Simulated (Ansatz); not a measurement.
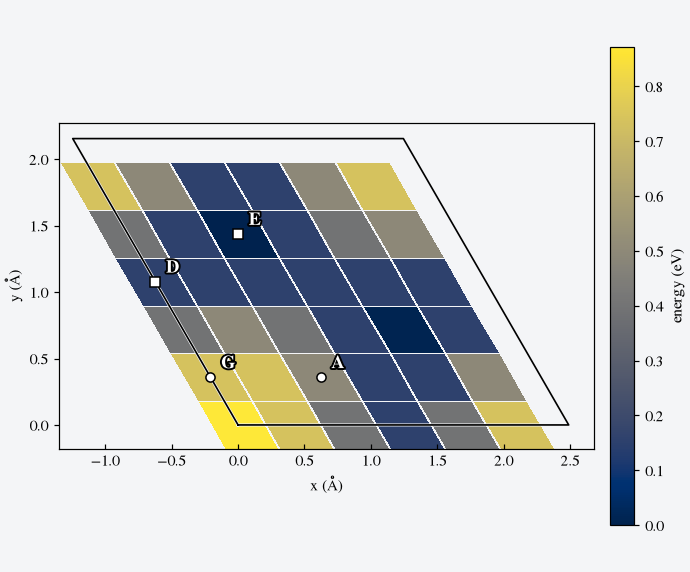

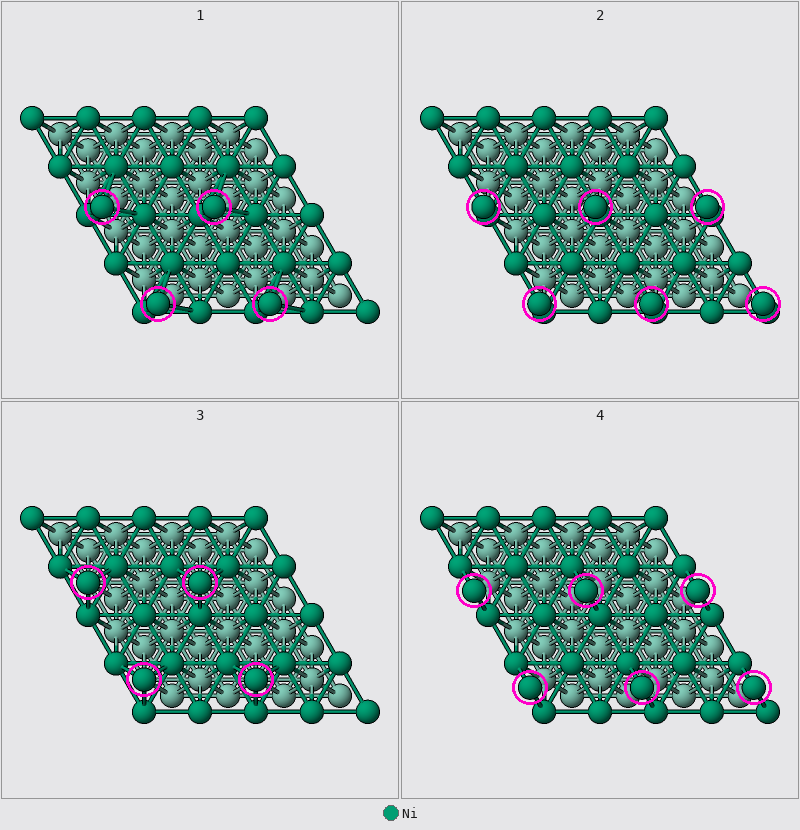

Ni on a Ni(111) slab cut from the Fm-3m phase, its upper half relaxed before the scan (12 atoms of substrate and one adsorbate in a 2 × 2 cell). Ni is moved over the surface cell; relaxed at each place: the height of the adsorbate's atoms; substrate rigid; the origin of the map has the adsorbate above Ni9. Places are given modulo a cell vector. The map is drawn in real space over the plane of the surface. The scan uses a 6 × 6 grid; 10 points were computed and 26 follow by symmetry. Places are given in fractions of the 1 × 1 surface cell. Energies: eV, counted from the lowest grid point. The electronic state followed may not be the lowest one. Level of theory: DFT PBE, scalar-relativistic, plane waves, PAW in Ansatz 0.2.0. Settings: cutoff 420 eV, k-mesh 6×6×1, gaussian smearing 0.1 eV, spin-polarised.

In the figure: one coloured cell a grid point, the outline of one cell of the plane, lettered points. The numbered pictures are the structures at these points, in random order. Rings mark the moved atoms.

Question: Which structure belongs to which point?

Answer: A is structure 1: (2/6, 1/6) of the cell vectors [nearest 1 Ni at 2.11 Å], 0.49 eV; D is structure 4: a bridge site between two Ni atoms, (0/6, 3/6) of the cell vectors, 0.16 eV; E is structure 3: a threefold hollow over a second-layer Ni atom, (2/6, 4/6) of the cell vectors, 0.00 eV; G is structure 2: (0/6, 1/6) of the cell vectors [nearest 1 Ni at 2.10 Å], 0.74 eV.

PAW datasets: the set soft_1.
